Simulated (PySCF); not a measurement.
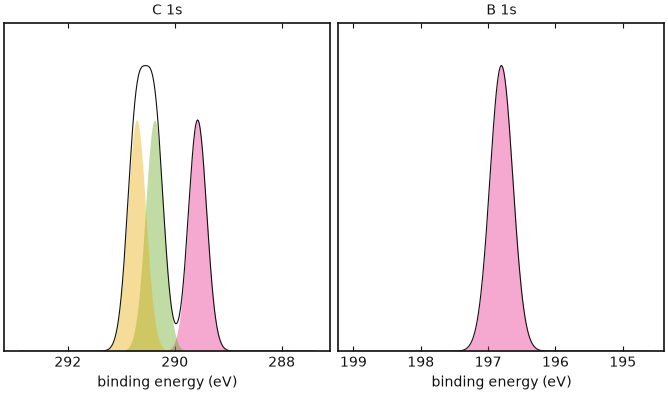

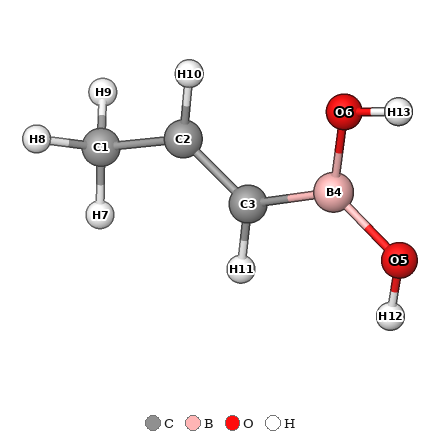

Simulated XPS of C₃H₇BO₂, SMILES C/C=C/B(O)O. Vertical core-electron binding energies by ΔSCF (SCAN, pcX-2 on the ionised atom, pcseg-1 elsewhere, spin-free X2C; PySCF 2.14.0, at a GFN2-xTB geometry (no frequency check)), gas phase, against the vacuum level. One atom of each kind was ionised; within a panel, areas follow the number of like atoms, each panel is scaled alone, Gaussians of 0.4 eV full width. Only the regions named are shown. Lines closer than the width merge in the curve.

Question: Which atoms give which peak?

Answer:
```tsv
level	atoms	binding energy (eV)
C 1s	C1	290.7
C 1s	C2	290.4
C 1s	C3	289.6
B 1s	B4	196.8
```

Question: How large is the chemical shift across the C 1s region?

Answer: 1.1 eV, from C3 at 289.6 eV to C1 at 290.7 eV.

Note: one conformer of a flexible molecule; the tight-binding geometry is rougher than a DFT one and adds to the error.
